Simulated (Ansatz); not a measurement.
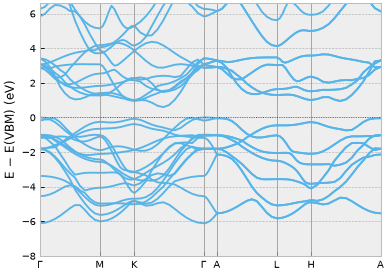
Fig. 1. Band structure from plane-wave PAW PBE+D3(BJ) (Ansatz code)

Problem. Read off the gap and where the band edges lie.

Solution. About 0.6 eV (0.60 eV by a search for the band edges); maximum at Γ, minimum on the K–Γ line, 41 % of the way from K.

The material is Te$_{2}$Mo in space group P6_3/mmc (No. 194; Te on 4f, Mo on 2c).

The PBE+D3(BJ) relaxation kept the symmetry of its start. The run is not spin-polarised. Spin–orbit coupling is left out wherever it is not named.

Potentials: the earlier of the program's two PAW sets.
